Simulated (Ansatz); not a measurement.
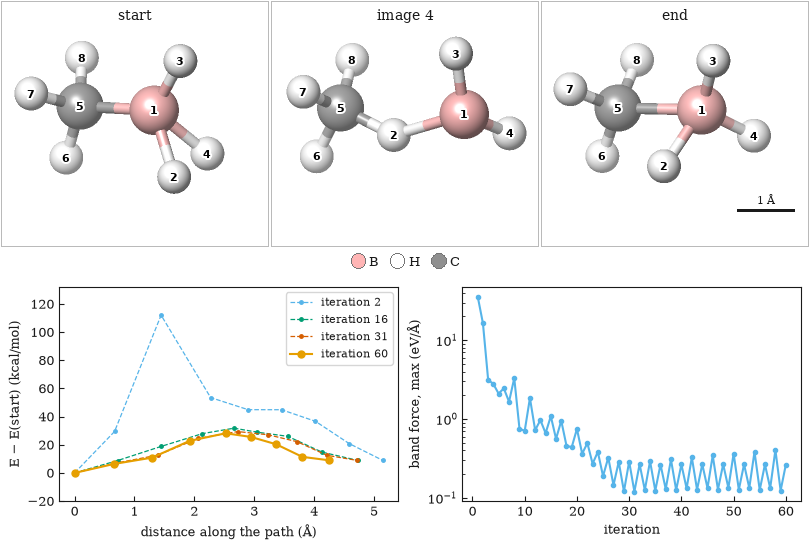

NEB run on CH₆B (multiplicity 2). Images are numbered from 0 (start) to 8 (end). The plot follows the band through its iterations. A ball-and-stick model, seen at a tilt.

The calculation used UKS LDA/def2-SVP (Ansatz). Settings: 7 movable images; climbing image; force threshold 0.05 eV/Å; iteration limit 60; optimiser L-BFGS; largest step 0.5 Å; starting path through a guess of the saddle point.

Did the band converge, and can the barrier be trusted?

Answer. The result isn't final. The band hadn't converged when the run stopped after 60 iterations. The largest component of the band force went from 36 to 0.26 eV/Å. The barrier read from it is provisional, though the highest image hardly moved in the last two iterations. The step length is far from the usual. The first iteration put the highest image at 206.2 kcal/mol. Forward barrier 28.2 kcal/mol, backward barrier 19.2 kcal/mol, with image 4 at the top; the reaction energy is +8.9 kcal/mol.

Cost: 5.5 min on 1 thread of Arm Neoverse V1, with other jobs on the host, peak memory 0.12 GiB.
